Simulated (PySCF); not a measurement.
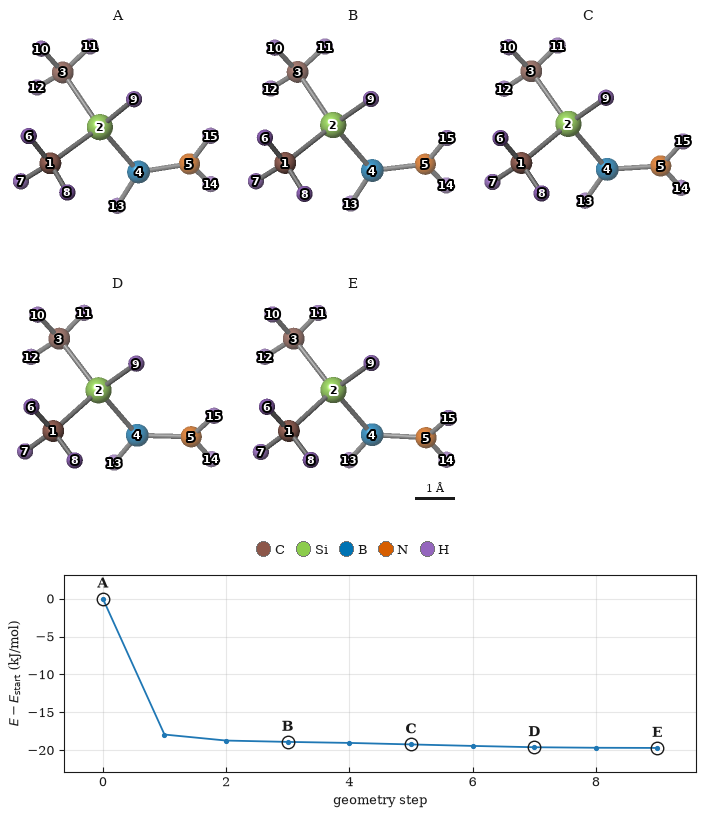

Frames of a relaxation of C2H10BNSi, marked on the history of the run. The picture is a ball-and-stick view, seen at a tilt.

The start comes from GFN2-xTB. Its atoms were then displaced at random by about 0.01 Å.

All numbers below come from PySCF 2.14.0, density-fitted response routines, PBE0-D3(BJ)/def2-SVP geometry optimisation, gas phase. 

### What happens along the run?

H15 moves most after the best rigid fit: 0.51 Å. Largest moves by element: H 0.51 Å, N 0.22 Å, B 0.16 Å, Si 0.14 Å, C 0.12 Å. Near-neighbour distances that change, for instance: C1–H8 1.054 → 1.101 Å, B4–N5 1.347 → 1.390 Å, B4–H13 1.179 → 1.216 Å, Si2–C3 1.923 → 1.892 Å. Bond angles that change, for instance: B4–Si2–H9 114.1° → 109.9°, C3–Si2–H9 104.1° → 107.9°, C1–Si2–B4 114.3° → 110.8°. Groups turn about Si2–B4 by about 20°. Over 9 geometry steps the energy falls by 19.7 kJ/mol. The run took 58 s on 1 thread of Arm Neoverse V1, on a shared host. From step 0 to 3: H15 moves most (0.11 Å), energy −18.9 kJ/mol. From step 3 to 5: H15 moves most (0.12 Å), energy −0.33 kJ/mol. From step 5 to 7: H15 moves most (0.21 Å), energy −0.37 kJ/mol. From step 7 to 9: H13 moves most (0.09 Å), energy −0.09 kJ/mol.
